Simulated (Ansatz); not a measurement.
# Ru: response to strain

Ru is deformed so: equal xy, yz and zx engineering shear strains of +1 %. What stress and forces result, by LAPW, PAW and all-electron datasets made for the crystal?

Computed with Ansatz 0.2.0 (DFT PBEsol, scalar-relativistic, unless a step's input says otherwise).

### Step 1. Starting point

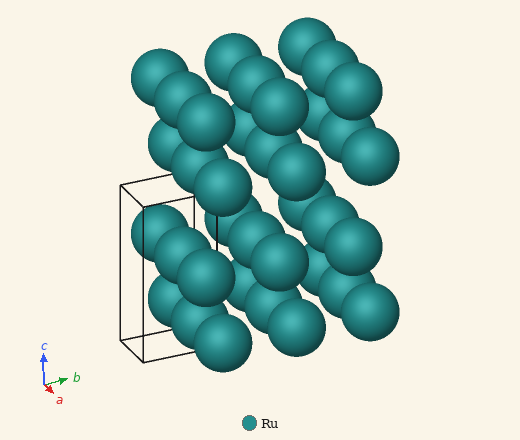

Start, viewed slightly off an axis; ruthenium teal. 3×3×2 cells are drawn.

Coordinates:

```xyz
2
Lattice="2.7058 0.0000 0.0000 -1.3529 2.3433 0.0000 0.0000 0.0000 4.2819" Properties=species:S:1:pos:R:3 pbc="T T T"
Ru    0.0000    1.5622    1.0705
Ru    1.3529    0.7811    3.2114
```

Atoms are numbered in the order of the input: Ru1, Ru2.

### Step 2. The deformed structure

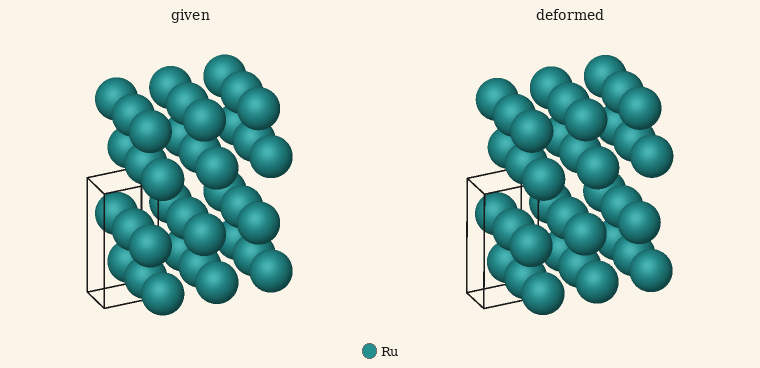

Given and deformed, at one scale.

Space group P6_3/mmc before, P-1 after.

### Step 3. Full-potential LAPW

File input.yaml:

```yaml
crystal:
  lattice:
    - [2.7057993342, 0.0135289967, 0.0135289967]
    - [-1.3411832123, 2.3365264627, 0.0049519565]
    - [0.0214095, 0.0214095, 4.2819]
  atoms:
    - { symbol: Ru, position: [0.3333333333, 0.6666666667, 0.25] }
    - { symbol: Ru, position: [0.6666666667, 0.3333333333, 0.75] }
kpoints:
  mp_grid: { grid: [14, 14, 8] }
  band_path:
    path:
      - [0.0, 0.0, 0.0]
      - [0.0, -0.5, 0.0]
      - [0.0, 0.0, 0.5]
      - [0.0, 0.0, 0.0]
      - [-0.5, 0.0, 0.0]
      - [-0.5, 0.5, -0.5]
      - [0.0, 0.0, 0.0]
      - [-0.5, 0.0, -0.5]
      - [-0.5, 0.5, 0.0]
    npoints: 5
scf:
  occupations: { method: fermi_dirac, width: 0.03 }
hamiltonian:
  xc: pbesol
  pseudopotentials: { kind: all_electron, lapw: { basis_error: 0.0005 } }
output:
  forces: true
  stress: true
  eigenvalues: true
```

Command:

```console
$ ansatz run input.yaml --threads 1 --pin off --max-ram 3072MiB --backend cpu --events-out ev --progress --plain --runs-dir out
```

What it wrote:

```text
LAPW: plane waves up to 8.939 Å⁻¹, error target 5.0e-4 eV per atom; small_component_spin mean_spin; Ru in spheres of 1.319 Å, 32 of its electrons in bands, Dirac shells []
Engine: ansatz 0.2.0
Pseudopotentials: kind: all_electron
Pseudopotential: Ru, LAPW, valence charge 32, Koelling and Harmon's equation, gaussian nucleus
Functional definition: PBEsol
  exchange = pbesol_x
  correlation = pbesol_c
Crystal: 2 atoms, lattice volume = 27.147 Å³
Basis set: ecut = 304.44242228033653 eV, 313 PW (Γ), exchange–correlation at level 2
Bands: 39, of which v1, the nominal top of the filled ones, is band 32 counted from 1 (31 counted from 0)
Symmetry: 2 space group operations
Space group: P-1 (ITA 2), of the structure as read, at distance tolerance 3.0e-5 Å
k-points: 788 of 1568
Non-local potential: Ru, projectors of the file, none
Initial density: superposition of atomic densities (chi_scale 0.1, normalization cell)
Initial wavefunctions: plane waves of lowest kinetic energy (no species holds an atomic orbital)
Functional: x = pbesol(κ = 0.804, μ = 0.12345679012345678), c = pbesol(β = 0.046)
iter 1 solved again at ethr=5.83e-4 eV; its pass at ethr=1.00e-1 eV (dr2=3.73e-1 eV) is discarded
SCF iter   1: F=—  HF=-246467.386659 eV  |F-HF|=—  |Δ(HF+E_count)|=         —  Δρ=5.25e-2  dr2=3.74e-1  ethr=5.83e-4  ⟨swp⟩=2.5  Hψ=188340  notcnv=0
preconditioner: auto → Kerker (q_TF=auto, 3.148 Å⁻¹)  [metal: Δε(μ)=0.000 eV  Ē_g=10.467 eV  σ=0.030 eV  W_gap=0.00  n_scr=22 (ndim 8)  ℏωp=28.5 eV  f_vac=0.000  D(μ)=2.15/eV (n_scr^D=22)]
iter 2 solved again at ethr=4.48e-5 eV; its pass at ethr=5.83e-4 eV (dr2=2.87e-2 eV) is discarded
SCF iter   2: F=—  HF=-246466.072688 eV  |F-HF|=—  |Δ(HF+E_count)|=    1.31e0  Δρ=1.23e-2  dr2=2.87e-2  ethr=4.48e-5  ⟨swp⟩=2.0  Hψ=159805  notcnv=0
SCF iter   3: F=—  HF=-246466.026300 eV  |F-HF|=—  |Δ(HF+E_count)|=   4.64e-2  Δρ=1.16e-2  dr2=2.60e-2  ethr=4.48e-5  ⟨swp⟩=2.0  Hψ=91713  notcnv=0
SCF iter   4: F=—  HF=-246466.020232 eV  |F-HF|=—  |Δ(HF+E_count)|=   6.07e-3  Δρ=5.15e-3  dr2=6.36e-3  ethr=4.06e-5  ⟨swp⟩=2.0  Hψ=79690  notcnv=0
SCF iter   5: F=—  HF=-246466.020139 eV  |F-HF|=—  |Δ(HF+E_count)|=   9.34e-5  Δρ=1.37e-3  dr2=5.15e-4  ethr=9.94e-6  ⟨swp⟩=2.0  Hψ=89133  notcnv=0
SCF iter   6: F=—  HF=-246466.020154 eV  |F-HF|=—  |Δ(HF+E_count)|=   1.54e-5  Δρ=2.50e-4  dr2=1.45e-5  ethr=8.05e-7  ⟨swp⟩=2.0  Hψ=89214  notcnv=0
SCF iter   7: F=—  HF=-246466.020150 eV  |F-HF|=—  |Δ(HF+E_count)|=   4.17e-6  Δρ=4.61e-5  dr2=5.58e-7  ethr=2.26e-8  ⟨swp⟩=2.0  Hψ=89214  notcnv=0
SCF iter   8: F=—  HF=-246466.020150 eV  |F-HF|=—  |Δ(HF+E_count)|=   3.36e-7  Δρ=1.60e-5  dr2=7.26e-8  ethr=8.72e-10  ⟨swp⟩=2.0  Hψ=89214  notcnv=0
SCF iter   9: F=-246466.020150 eV  HF=-246466.020150 eV  |F-HF|=5.59e-9  |Δ(HF+E_count)|=   5.02e-8  Δρ=5.56e-6  dr2=6.67e-9  ethr=1.13e-10  ⟨swp⟩=2.0  Hψ=89244  notcnv=0
SCF 1 converged in 9 iterations: F = -246466.020150 eV  dr2 = 6.67e-9
NSCF: frozen V_eff on 41 k-points
SCF converged after 9 iterations
Free energy (F): -246466.020150 eV
Harris-Foulkes:  -246466.020150 eV  (|F-HF|=5.59e-9)
Internal energy: -246466.013343 eV  (E = F + TS)
E sigma→0 (E₀):  -246466.016746 eV
Entropy (-TS):   -0.006806 eV (-3.403 meV/atom)
Fermi energy:    25.613781 eV
--- Per-component energies (eV) ---
  E_band       = -9935.622366
  E_kinetic    = 256270.816602
  E_xc         = -7156.471233
  E_electrostatic = -495580.358712  (all electrons and nuclei)
  E_smearing   = -0.006806  (= −TS)
  E_closure    = 0.000000  (closes the sum)
  E_atoms      = -246445.692274  (free atoms, spherical and without spin; not in F)
  Σ components = -246466.020150   (vs F -246466.020150, Δ=0.00e0)
  Basis errors (estimates in eV, not in F): energy 1.1e-4 per atom: plane waves 9.7e-5 (5.1e-5 summed), levels above the bands 1.3e-173, relativity 2.4e-8, radial functions 1.1e-5, core shells 5.6e-8; eigenvalues (radial functions only) 3.5e-7; not estimated: angular momenta, meshes, grids; target (lapw.basis_error) 5.0e-4; muffin-tin radii Ru 1.319 Å
--- Forces (eV/Å), atoms counted from 1 ---
  atom   1  Ru    -0.04045118    -0.00059744     0.00468996
  atom   2  Ru     0.04045118     0.00059744    -0.00468996
  max |Σ_I F_I| component: 0.00e0 eV/Å
--- Stress (GPa, compression-positive) ---
       -5.485886      -1.920537      -1.932905
       -1.920537      -5.497462      -1.935796
       -1.932905      -1.935796      -7.556921
  P = ⅓ Tr σ = -6.1801 GPa (-61.801 kbar)
--- Band table (eV; the first three rows and the last of 788) ---
  k-point 0: bands = ["-417.8405", "-417.8405", "-417.8282", "-417.8282", "-417.8247", "-417.8247", "-244.1912", "-244.1912", "-244.1833", "-244.1833", "-244.1805", "-244.1805", "-244.1751", "-244.1751", "-244.1748", "-244.1748", "-47.4275", "-47.2211", "-17.9452", "-17.0014", "-16.9918", "-16.8326", "-16.8198", "-16.7856", "17.5652", "19.3847", "22.9298", "23.1150", "23.1871", "23.6245", "23.7905", "24.2222", "24.2574", "26.7988", "26.8449", "26.8549", "35.8967", "40.3786", "42.8319"]
  k-point 1: bands = ["-417.8405", "-417.8405", "-417.8282", "-417.8282", "-417.8247", "-417.8247", "-244.1912", "-244.1912", "-244.1833", "-244.1833", "-244.1805", "-244.1805", "-244.1751", "-244.1751", "-244.1748", "-244.1748", "-47.4198", "-47.2290", "-17.9032", "-16.9950", "-16.9853", "-16.8448", "-16.8264", "-16.8261", "17.7403", "19.4418", "22.8280", "23.0093", "23.1107", "23.5233", "23.6881", "24.4504", "24.4991", "26.2831", "26.8091", "26.8549", "36.6485", "40.0390", "43.0068"]
  k-point 2: bands = ["-417.8405", "-417.8405", "-417.8282", "-417.8282", "-417.8247", "-417.8247", "-244.1912", "-244.1912", "-244.1833", "-244.1833", "-244.1805", "-244.1805", "-244.1751", "-244.1751", "-244.1748", "-244.1748", "-47.3977", "-47.2517", "-17.7825", "-16.9773", "-16.9684", "-16.9632", "-16.8550", "-16.8450", "18.2328", "19.5817", "22.6820", "22.8665", "22.9125", "23.2757", "23.4380", "24.9710", "25.0140", "25.0356", "26.7709", "26.8180", "38.4388", "39.6452", "42.0461"]
  k-point 787: bands = ["-417.8405", "-417.8405", "-417.8282", "-417.8282", "-417.8247", "-417.8247", "-244.1912", "-244.1912", "-244.1833", "-244.1833", "-244.1805", "-244.1805", "-244.1751", "-244.1751", "-244.1748", "-244.1748", "-47.2166", "-47.2138", "-17.8437", "-17.8413", "-17.1015", "-17.1005", "-17.0848", "-17.0732", "19.5352", "19.5355", "21.0781", "21.0925", "24.5161", "24.5299", "26.0656", "26.0823", "27.3394", "27.3539", "29.0250", "29.0538", "36.1813", "36.2502", "42.1430"]
```

Wall time 2.5 min (1 thread of Intel Xeon 6975P-C (Granite Rapids), shared host); peak memory 2.2 GiB.

Result: pressure -6.18 GPa; no gap; largest force 0.041 eV/Å.

### Step 4. PAW on the default files

File input.yaml:

```yaml
crystal:
  lattice:
    - [2.7057993342, 0.0135289967, 0.0135289967]
    - [-1.3411832123, 2.3365264627, 0.0049519565]
    - [0.0214095, 0.0214095, 4.2819]
  atoms:
    - { symbol: Ru, position: [0.3333333333, 0.6666666667, 0.25] }
    - { symbol: Ru, position: [0.6666666667, 0.3333333333, 0.75] }
kpoints:
  mp_grid: { grid: [14, 14, 8] }
scf:
  occupations: { method: fermi_dirac, width: 0.03 }
hamiltonian:
  xc: pbesol
  pseudopotentials: { kind: paw }
output:
  forces: true
  stress: true
  eigenvalues: true
  efg: { contact_densities: true }
  write_density: true
  write_potential: true
  elf: true
  volumetric_format: npy
```

Command:

```console
$ ansatz run input.yaml --threads 1 --pin off --max-ram 3072MiB --backend cpu --events-out ev --progress --plain --runs-dir out
```

What it wrote:

```text
Ru: output.efg is read without spin–orbit coupling, which moves field gradients at and beside such atoms by some per cent and up to a factor of two; PAW files take it under magnetization.noncollinear and magnetization.spin_orbit
[... 1 set-up line as earlier in the session ...]
Pseudopotentials: kind: paw
Pseudopotential: Ru, paw, valence charge 16, recommended cutoff 420 eV (normal)
[... 3 set-up lines as earlier in the session ...]
Crystal: 2 atoms, lattice volume = 27.147 Å³
Basis set: ecut = 420 eV, 537 PW (Γ), exchange–correlation on 40×40×60 points (8 copies of the dense FFT grid, shifted against one another)
Bands: 20, of which v1, the nominal top of the filled ones, is band 16 counted from 1 (15 counted from 0)
[... 2 set-up lines as earlier in the session ...]
k-points: 788 of 1568
Non-local potential: Ru, projectors of the file, l = 0: 3, l = 1: 2, l = 2: 2, l = 3: 1
PAW form: soft (Blöchl's): semilocal exchange-correlation on the pseudo side does not see the compensation charge
PAW frozen core: Ru, regenerated for the run's functional, and the local potential with it (the file was generated under x = pbe(κ = 0.804, μ = 0.2195149727645171), c = pbe(β = 0.06672455060314922))
PAW one-centre angular grid: Ru, 590 points (default); XC on 64 Gauss nodes
Initial density: superposition of atomic densities (neutral atoms: chi_scale 0, normalization atom), corrected by the library's trained network
Initial wavefunctions: pseudopotential atomic-orbital guess
[... 1 set-up line as earlier in the session ...]
SCF iter   1: F=—  HF=-11632.994001 eV  |F-HF|=—  |Δ(HF+E_count)|=         —  Δρ=1.07e-2  dr2=1.97e-2  ethr=1.77e-3  ⟨swp⟩=5.2  Hψ=62352  notcnv=0
preconditioner: auto → none  [metal: Δε(μ)=0.003 eV  Ē_g=5.873 eV  σ=0.030 eV  W_gap=0.02  n_scr=8 (ndim 8)  ℏωp=28.5 eV  f_vac=0.000  D(μ)=2.41/eV (n_scr^D=34)  sad-step TF]
SCF iter   2: F=—  HF=-11632.991176 eV  |F-HF|=—  |Δ(HF+E_count)|=   2.82e-3  Δρ=5.60e-3  dr2=5.00e-3  ethr=6.15e-5  ⟨swp⟩=2.0  Hψ=37740  notcnv=0  defer=66
SCF iter   3: F=—  HF=-11632.990250 eV  |F-HF|=—  |Δ(HF+E_count)|=   9.26e-4  Δρ=3.43e-4  dr2=9.48e-6  ethr=1.56e-5  ⟨swp⟩=2.0  Hψ=24974  notcnv=0  defer=66
SCF iter   4: F=—  HF=-11632.990239 eV  |F-HF|=—  |Δ(HF+E_count)|=   1.07e-5  Δρ=7.84e-5  dr2=9.52e-7  ethr=2.96e-8  ⟨swp⟩=2.0  Hψ=28328  notcnv=0  defer=66
iter 5 did not close the SCF: its close was put off for the readings that it lacked (scf_convergence_deferred on its scf_iter line)
SCF iter   5: F=-11632.990239 eV  HF=-11632.990239 eV  |F-HF|=2.89e-8  |Δ(HF+E_count)|=   8.98e-8  Δρ=1.96e-5  dr2=4.48e-8  ethr=2.98e-9  ⟨swp⟩=2.0  Hψ=25742  notcnv=0  defer=66
SCF iter   6: F=-11632.990239 eV  HF=-11632.990239 eV  |F-HF|=2.16e-9  |Δ(HF+E_count)|=   1.61e-8  Δρ=4.01e-6  dr2=3.60e-9  ethr=1.40e-10  ⟨swp⟩=5.8  Hψ=95826  notcnv=0
SCF 1 converged in 6 iterations: F = -11632.990239 eV  dr2 = 3.60e-9
SCF converged after 6 iterations
Free energy (F): -11632.990239 eV
Harris-Foulkes:  -11632.990239 eV  (|F-HF|=2.16e-9)
Internal energy: -11632.983441 eV  (E = F + TS)
E sigma→0 (E₀):  -11632.986840 eV
Entropy (-TS):   -0.006798 eV (-3.399 meV/atom)
Fermi energy:    23.368445 eV
--- Per-component energies (eV) ---
  E_band       = -110.008142
  E_kinetic    = 1027.816644
  E_local      = -2515.580779  (includes V_loc(G=0)·N_el)
  E_nonlocal   = 689.189725
  E_hartree    = 805.274421
  E_xc         = -379.029696
  E_vxc        = -477.472442  (∫ρ·V_xc dr)
  E_paw        = -6798.667966  (= ΣΔE_a)
  E_vpaw       = -444.511572  (= ΣTr[D̂ρ^β])
  E_aug_tail   = -0.000422  (compensation charges beyond the density's cutoff)
  E_ewald      = -4462.491961
  E_core_change = 0.506592  (= ΣΔE_core)
  E_smearing   = -0.006798  (= −TS)
  E_closure    = 0.000000  (closes the sum)
  Σ components = -11632.990239   (vs F -11632.990239, Δ=0.00e0)
--- Forces (eV/Å), atoms counted from 1 ---
  atom   1  Ru    -0.04043151    -0.00068152     0.00465447
  atom   2  Ru     0.04043151     0.00068152    -0.00465447
  max |Σ_I F_I| component: 0.00e0 eV/Å
--- Stress (GPa, compression-positive) ---
       -5.471788      -1.921931      -1.932839
       -1.921931      -5.483984      -1.935602
       -1.932839      -1.935602      -7.517507
  P = ⅓ Tr σ = -6.1578 GPa (-61.578 kbar)
--- PAW observables at the nuclei: V_zz in 10²¹ V/m², potentials from the cell's mean, atoms counted from 1 ---
  atom   1  Ru V_zz =    -1.015298   η = 0.2189   by run symmetry: allowed
            electrostatic potential = -6805.268390 V   contact ρ = 718383.744133 e/Å³
  atom   2  Ru V_zz =    -1.015298   η = 0.2189   by run symmetry: allowed
            electrostatic potential = -6805.268390 V   contact ρ = 718383.744133 e/Å³
--- Band table (eV; the first three rows and the last of 788) ---
  k-point 0: bands = ["-49.6831", "-49.4759", "-20.1994", "-19.2556", "-19.2461", "-19.0870", "-19.0743", "-19.0410", "15.3221", "17.1411", "20.6843", "20.8693", "20.9412", "21.3789", "21.5448", "21.9764", "22.0115", "24.5526", "24.5986", "24.6154"]
  k-point 1: bands = ["-49.6753", "-49.4840", "-20.1574", "-19.2492", "-19.2396", "-19.0996", "-19.0811", "-19.0808", "15.4972", "17.1981", "20.5824", "20.7636", "20.8649", "21.2777", "21.4424", "22.2046", "22.2532", "24.0428", "24.5627", "24.6084"]
  k-point 2: bands = ["-49.6532", "-49.5067", "-20.0369", "-19.2315", "-19.2230", "-19.2181", "-19.1093", "-19.0995", "15.9897", "17.3381", "20.4362", "20.6205", "20.6671", "21.0302", "21.1923", "22.7252", "22.7713", "22.7906", "24.5241", "24.5710"]
  k-point 787: bands = ["-49.4715", "-49.4687", "-20.0973", "-20.0949", "-19.3556", "-19.3546", "-19.3396", "-19.3280", "17.2915", "17.2919", "18.8340", "18.8484", "22.2708", "22.2845", "23.8221", "23.8388", "25.0925", "25.1070", "26.7829", "26.8118"]
```

Run time: 13 s. Hardware: 1 thread of Intel Xeon 6975P-C (Granite Rapids), shared host; peak memory 0.64 GiB.

This run gives: pressure -6.16 GPa; no gap; largest force 0.041 eV/Å; Vzz Ru1 -1.02 (η = 0.22) (10²¹ V/m²).

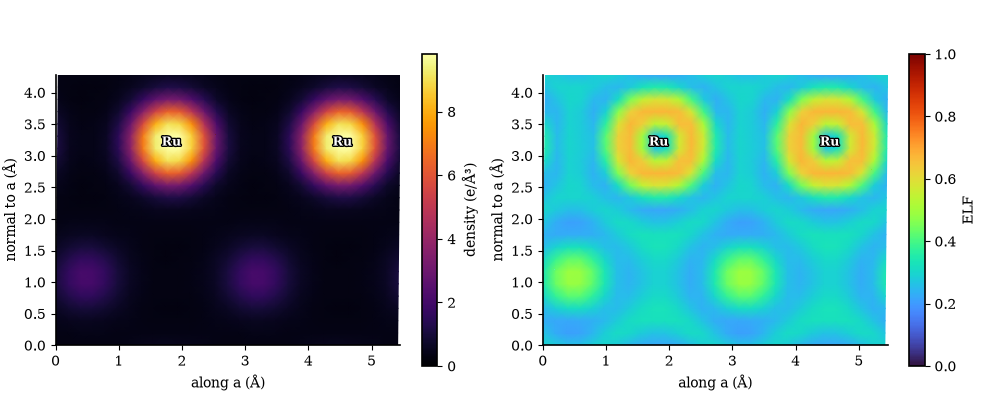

Density (left) and ELF (right) in a lattice plane of the grid's cell (edges 2.71 and 4.28 Å, at 0.333 of the third edge), which holds Ru. Only atoms in the plane are labelled. Both are smooth fields of the valence electrons: close to the nuclei they are not physical.

[end of part 1 of 2]
